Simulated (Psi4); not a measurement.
## Geometry relaxation of HF (part 2 of 2)

HF, SMILES F; M06-L/aug-pcseg-2, RKS (Psi4 1.11). The geometry comes from this level: PBE0-D4/def2-TZVP.

Geometry of the input (Å):
```
F  -0.3900  0.1446  -0.1964
H  0.3900  -0.1446  0.1964
```

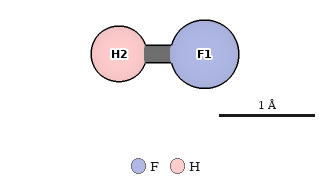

The geometry at step 1 of the log (ball-and-stick view, seen at a tilt; atoms are numbered from 1 in the order of the input).

The program's output, continued:
```
   -------------------------------------------------------
    Irrep   Nso     Nmo     Nalpha   Nbeta   Ndocc  Nsocc
   -------------------------------------------------------
     A         69      69       5       5       5       0
   -------------------------------------------------------
    Total      69      69       5       5       5       0
   -------------------------------------------------------

  ==> Iterations <==

                        Total Energy        Delta E     RMS |[F,P]|

   @RKS iter   0:  -100.46954416404472   -1.00470e+02   1.60442e-04
   @RKS iter   1:  -100.46719631979241    2.34784e-03   2.99537e-05 DIIS
   @RKS iter   2:  -100.46719670519822   -3.85406e-07   2.87610e-05 DIIS
   @RKS iter   3:  -100.46719763529532   -9.30097e-07   7.47794e-06 DIIS
   @RKS iter   4:  -100.46719771323895   -7.79436e-08   1.77892e-06 DIIS
   @RKS iter   5:  -100.46719771729727   -4.05832e-09   6.50629e-08 DIIS
   @RKS iter   6:  -100.46719771730621   -8.93863e-12   7.74944e-09 DIIS
  Energy and wave function converged.

  ==> Post-Iterations <==

   Electrons on quadrature grid:
      Ntotal   =   10.0000000095 ; deviation = 9.483e-09

    Final Occupation by Irrep:
              A
    DOCC [     5 ]
    NA   [     5 ]
    NB   [     5 ]

  @RKS Final Energy:  -100.46719771730621

   => Energetics <=

    Nuclear Repulsion Energy =              5.2020197631443930
    One-Electron Energy =                -150.5979356134896818
    Two-Electron Energy =                  55.7522842047178244
    DFT Exchange-Correlation Energy =     -10.8235660716787390
    Empirical Dispersion Energy =           0.0000000000000000
    VV10 Nonlocal Energy =                  0.0000000000000000
    Total Energy =                       -100.4671977173062061

Computation Completed

Properties will be evaluated at   0.000000,   0.000000,   0.000000 [a0]

Properties computed using the SCF density matrix

 Multipole Moments:

 ------------------------------------------------------------------------------------
     Multipole            Electronic (a.u.)      Nuclear  (a.u.)        Total (a.u.)
 ------------------------------------------------------------------------------------

 L = 1.  Multiply by 2.5417464519 to convert [e a0] to [Debye]
 Dipole X            :         -0.0000000           -0.0000000           -0.0000000
 Dipole Y            :          0.0000000            0.0000000            0.0000000
 Dipole Z            :         -0.1715038            0.8585510            0.6870472
 Magnitude           :                                                    0.6870472

 ------------------------------------------------------------------------------------

	total time  =          7 seconds =       0.12 minutes

         ------------------------------------------------------------
                                   SCF GRAD
         ------------------------------------------------------------

  ==> Geometry <==

    Molecular point group: c1
    Full point group: C_inf_v

    Geometry (in Angstrom), charge = 0, multiplicity = 1:

       Center              X                  Y                   Z               Mass
    ------------   -----------------  -----------------  -----------------  -----------------
         F            0.000000000000    -0.000000000000    -0.046120240930    18.998403162730
         H           -0.000000000000     0.000000000000     0.869407787197     1.007825032230

  Nuclear repulsion =    5.202019763144393

   => Molecular Quadrature <=

    Radial Scheme          =       TREUTLER
    Pruning Scheme         =           NONE
    Nuclear Scheme         =       TREUTLER

    Blocking Scheme        =         OCTREE
    BS radius alpha        =              1
    Pruning alpha          =              1
    Radial Points          =             99
    Spherical Points       =            590
    Total Points           =         114648
    Total Blocks           =            915
    Max Points             =            256
    Max Functions          =             69
    Weights Tolerance      =       1.00E-15

  -Total Gradient:
     Atom            X                  Y                   Z
    ------   -----------------  -----------------  -----------------
       1       -0.000000000000     0.000000000000    -0.000348726282
       2       -0.000000000000    -0.000000000000     0.000356410040

	total time  =          6 seconds =       0.10 minutes

    			-----------------------------------------

    			 OPTKING 3.0: for geometry optimizations

    			        with contributions from

    			-----------------------------------------

	                            ===> Fragment 1 <==

	 Z (Atomic Numbers)          Masses                          Geom
	       9.000000            18.998403          0.00000000 -0.00000000 -0.08715462
	       1.000000             1.007825         -0.00000000  0.00000000  1.64294261

	 - Coordinate -           - BOHR/RAD -       - ANG/DEG -
	 R(1,2)           =         1.730097           0.915528

	        --- Internal Coordinate Step in ANG or DEG, aJ/ANG or AJ/DEG ---
	-------------------------------------------------------------------------------
	           Coordinate      Previous         Force          Change          New
	           ----------      --------        ------          ------        ------
	               R(1,2)       0.91553       -0.00290       -0.00031       0.91522
	-------------------------------------------------------------------------------

	                                 ==> Convergence Check <==

	Measures of convergence in internal coordinates in au.

	Criteria marked as inactive (o), active & met (*), and active & unmet ( ).

	----------------------------------------------------------------------------------------------
	   Step    Total Energy     Delta E     Max Force     RMS Force      Max Disp      RMS Disp
	----------------------------------------------------------------------------------------------
	  Convergence Criteria              o    1.50e-05 *    1.00e-05 *    6.00e-05 *    4.00e-05 *
	----------------------------------------------------------------------------------------------
	     2    -100.46719772   -2.44e-05 o    3.53e-04      3.53e-04      5.79e-04      5.79e-04    ~
	----------------------------------------------------------------------------------------------

Next Geometry in Ang
	Fragment 1 (Ang)

	    F   0.0000000000  -0.0000000000  -0.0459669517
	    H  -0.0000000000   0.0000000000   0.8692544980

    Structure for next step:
    Molecular point group: c1
    Full point group: C_inf_v

    Geometry (in Angstrom), charge = 0, multiplicity = 1:

    F            0.000000000000    -0.000000000000    -0.046104796869
    H           -0.000000000000     0.000000000000     0.869116652833

gradient() will perform analytic gradient computation.

  ==> Geometry <==

    Molecular point group: c1
    Full point group: C_inf_v

    Geometry (in Angstrom), charge = 0, multiplicity = 1:

       Center              X                  Y                   Z               Mass
    ------------   -----------------  -----------------  -----------------  -----------------
         F            0.000000000000    -0.000000000000    -0.046104796869    18.998403162730
         H           -0.000000000000     0.000000000000     0.869116652833     1.007825032230

  Running in c1 symmetry.

  Rotational constants: A = ************  B =     21.02844  C =     21.02844 [cm^-1]
  Rotational constants: A = ************  B = 630416.82720  C = 630416.82720 [MHz]
  Nuclear repulsion =    5.203762321763920

  Charge       = 0
  Multiplicity = 1
  Electrons    = 10
  Nalpha       = 5
  Nbeta        = 5

  ==> DiskJK: Disk-Based J/K Matrices <==

    J tasked:                  Yes
    K tasked:                   No
    wK tasked:                  No
    Memory [MiB]:              567
    Schwarz Cutoff:          1E-12

  Cached 100.0% of DFT collocation blocks in 0.563 [GiB].

  Minimum eigenvalue in the overlap matrix is 5.2717378186E-04.
  Reciprocal condition number of the overlap matrix is 1.0204814232E-04.
    Using symmetric orthogonalization.

  ==> Iterations <==

                        Total Energy        Delta E     RMS |[F,P]|

   @RKS iter   0:  -100.46736171130172   -1.00467e+02   1.12682e-05
   @RKS iter   1:  -100.46719781143709    1.63900e-04   2.10218e-06 DIIS
   @RKS iter   2:  -100.46719781315252   -1.71543e-09   2.04981e-06 DIIS
   @RKS iter   3:  -100.46719781790469   -4.75217e-09   5.19085e-07 DIIS
   @RKS iter   4:  -100.46719781828071   -3.76019e-10   1.23137e-07 DIIS
   @RKS iter   5:  -100.46719781830016   -1.94547e-11   4.50257e-09 DIIS
  Energy and wave function converged.

  ==> Post-Iterations <==

   Electrons on quadrature grid:
      Ntotal   =   10.0000000095 ; deviation = 9.496e-09

    Orbital Energies [Eh]
    ---------------------

    Doubly Occupied:

       1A    -24.482675     2A     -1.176568     3A     -0.507830
       4A     -0.362956     5A     -0.362956

    Virtual:

       6A     -0.018964     7A      0.052771     8A      0.071505
       9A      0.071505    10A      0.090534    11A      0.144289
      12A      0.144289    13A      0.145971    14A      0.217565
      15A      0.217565    16A      0.278158    17A      0.326260
      18A      0.331164    19A      0.331164    20A      0.378605
      21A      0.507977    22A      0.515822    23A      0.515822
      24A      0.560588    25A      0.560588    26A      0.652080
      27A      0.652080    28A      0.834060    29A      0.834060
      30A      0.863683    31A      0.877580    32A      0.877580
      33A      0.893686    34A      0.918964    35A      0.918964
      36A      1.188342    37A      1.333159    38A      1.333159
      39A      1.440554    40A      1.688611    41A      2.142806
      42A      2.142806    43A      2.368793    44A      2.368793
      45A      2.862670    46A      3.141515    47A      3.141515
      48A      3.919510    49A      3.969474    50A      3.969474
      51A      4.253454    52A      4.253454    53A      4.654933
      54A      4.654933    55A      4.701042    56A      4.998815
      57A      4.998815    58A      4.999324    59A      5.074925
      60A      5.074925    61A      5.410281    62A      6.637271
      63A      6.637271    64A      7.851471    65A      7.851475
      66A      8.057514    67A      8.057514    68A      8.265135
      69A      8.872492

    Final Occupation by Irrep:
              A
    DOCC [     5 ]
    NA   [     5 ]
    NB   [     5 ]

  @RKS Final Energy:  -100.46719781830016

   => Energetics <=

    Nuclear Repulsion Energy =              5.2037623217639197
    One-Electron Energy =                -150.6009106558410622
    Two-Electron Energy =                  55.7536871050306218
    DFT Exchange-Correlation Energy =     -10.8237365892536452
    Empirical Dispersion Energy =           0.0000000000000000
    VV10 Nonlocal Energy =                  0.0000000000000000
    Total Energy =                       -100.4671978183001642

Computation Completed

Properties will be evaluated at   0.000000,   0.000000,   0.000000 [a0]

Properties computed using the SCF density matrix

 Multipole Moments:

 ------------------------------------------------------------------------------------
     Multipole            Electronic (a.u.)      Nuclear  (a.u.)        Total (a.u.)
 ------------------------------------------------------------------------------------

 L = 1.  Multiply by 2.5417464519 to convert [e a0] to [Debye]
 Dipole X            :          0.0000000           -0.0000000            0.0000000
 Dipole Y            :          0.0000000            0.0000000            0.0000000
 Dipole Z            :         -0.1713887            0.8582635            0.6868748
 Magnitude           :                                                    0.6868748

 ------------------------------------------------------------------------------------

	total time  =          7 seconds =       0.12 minutes

         ------------------------------------------------------------
                                   SCF GRAD
         ------------------------------------------------------------

  ==> Geometry <==

    Molecular point group: c1
    Full point group: C_inf_v

    Geometry (in Angstrom), charge = 0, multiplicity = 1:

       Center              X                  Y                   Z               Mass
    ------------   -----------------  -----------------  -----------------  -----------------
         F            0.000000000000    -0.000000000000    -0.046104796869    18.998403162730
         H           -0.000000000000     0.000000000000     0.869116652833     1.007825032230

  Nuclear repulsion =    5.203762321763920

   => Molecular Quadrature <=

    Radial Scheme          =       TREUTLER
    Pruning Scheme         =           NONE
    Nuclear Scheme         =       TREUTLER

    Blocking Scheme        =         OCTREE
    BS radius alpha        =              1
    Pruning alpha          =              1
    Radial Points          =             99
    Spherical Points       =            590
    Total Points           =         114648
    Total Blocks           =            915
    Max Points             =            256
    Max Functions          =             69
    Weights Tolerance      =       1.00E-15

  -Total Gradient:
     Atom            X                  Y                   Z
    ------   -----------------  -----------------  -----------------
       1        0.000000000000     0.000000000000     0.000010186552
       2        0.000000000000    -0.000000000000    -0.000002517000

	total time  =          6 seconds =       0.10 minutes

    			-----------------------------------------

    			 OPTKING 3.0: for geometry optimizations

    			        with contributions from

    			-----------------------------------------

	                            ===> Fragment 1 <==

	 Z (Atomic Numbers)          Masses                          Geom
	       9.000000            18.998403          0.00000000 -0.00000000 -0.08712544
	       1.000000             1.007825         -0.00000000  0.00000000  1.64239244

	 - Coordinate -           - BOHR/RAD -       - ANG/DEG -
	 R(1,2)           =         1.729518           0.915221

	        --- Internal Coordinate Step in ANG or DEG, aJ/ANG or AJ/DEG ---
	-------------------------------------------------------------------------------
	           Coordinate      Previous         Force          Change          New
	           ----------      --------        ------          ------        ------
	               R(1,2)       0.91522        0.00005        0.00001       0.91523
	-------------------------------------------------------------------------------

	                                 ==> Convergence Check <==

	Measures of convergence in internal coordinates in au.

	Criteria marked as inactive (o), active & met (*), and active & unmet ( ).

	----------------------------------------------------------------------------------------------
	   Step    Total Energy     Delta E     Max Force     RMS Force      Max Disp      RMS Disp
	----------------------------------------------------------------------------------------------
	  Convergence Criteria              o    1.50e-05 *    1.00e-05 *    6.00e-05 *    4.00e-05 *
	----------------------------------------------------------------------------------------------
	     3    -100.46719782   -1.01e-07 o    6.35e-06 *    6.35e-06 *    1.04e-05 *    1.04e-05 *  ~
	----------------------------------------------------------------------------------------------

Next Geometry in Ang
	Fragment 1 (Ang)

	    F   0.0000000000  -0.0000000000  -0.0461075553
	    H  -0.0000000000   0.0000000000   0.8691194112

    Final optimized geometry and variables:
    Molecular point group: c1
    Full point group: C_inf_v

    Geometry (in Angstrom), charge = 0, multiplicity = 1:

    F            0.000000000000    -0.000000000000    -0.046104796869
    H           -0.000000000000     0.000000000000     0.869116652833

[set-up sections that repeat, and orbital energies of the middle runs, are left out above]
```

Standard output:
```
Some dependencies such as QCElemental have not yet finished migration to pydantic v2. If issues are encountered please downgrade pydantic or upgrade QCElemental as appropriate
Optimizer: Optimization complete!
total energy -100.46719782 hartree = -2733.85170 eV
2
0 1 FH
F                     0.000000000000     0.000000000000    -0.046104796869
H                     0.000000000000     0.000000000000     0.869116652833
```

Trajectory as extended XYZ (Å, eV, eV/Å), 3 frames, from step=0 to step=2:
```
2
Properties=species:S:1:pos:R:3:forces:R:3 step=0 energy=-2733.85106
F    -0.3900    0.1446   -0.1964    0.2375  -0.0881   0.1196
H     0.3900   -0.1446    0.1964   -0.2378   0.0882  -0.1198
2
Properties=species:S:1:pos:R:3:forces:R:3 step=1 energy=-2733.85172
F    -0.3898    0.1445   -0.1963    0.0152  -0.0056   0.0077
H     0.3864   -0.1433    0.1946   -0.0155   0.0058  -0.0078
2
Properties=species:S:1:pos:R:3:forces:R:3 step=2 energy=-2733.85172
F    -0.3898    0.1445   -0.1963   -0.0004   0.0002  -0.0002
H     0.3862   -0.1432    0.1945    0.0001   0.0000   0.0001
```

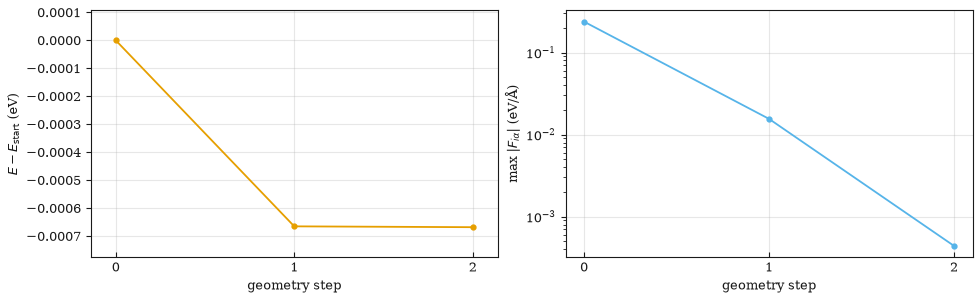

Progress of the relaxation, step by step (steps are counted from 0). After 2 geometry steps the energy has fallen by 0.001 eV. Largest force component: 0.24 eV/Å at the start, 0.00044 eV/Å at the end. The atoms keep their places after the best rigid fit (all moves are under 0.005 Å). Distances before and after: F1–H2 0.920 → 0.915 Å. (Atoms are counted from 1 in the order of the input.)

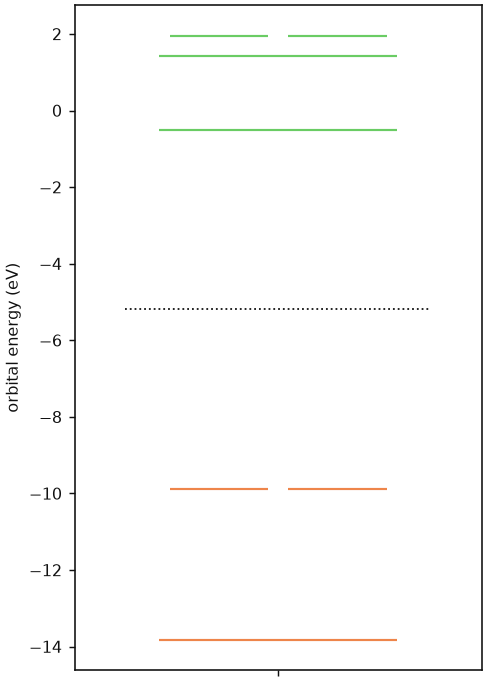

Orbital energies near the frontier; the dotted line parts filled from empty levels, and levels within 0.02 eV of each other stand side by side. Highest filled −9.88 eV, lowest empty −0.52 eV, 9.36 eV apart.

Results in brief:

```tsv
quantity	value
outcome	converged
total energy	−100.467198 hartree
basis functions	69
HOMO	−9.88 eV
LUMO	−0.52 eV
dipole moment	1.75 D
wall time	48 s
peak memory	0.89 GiB
```
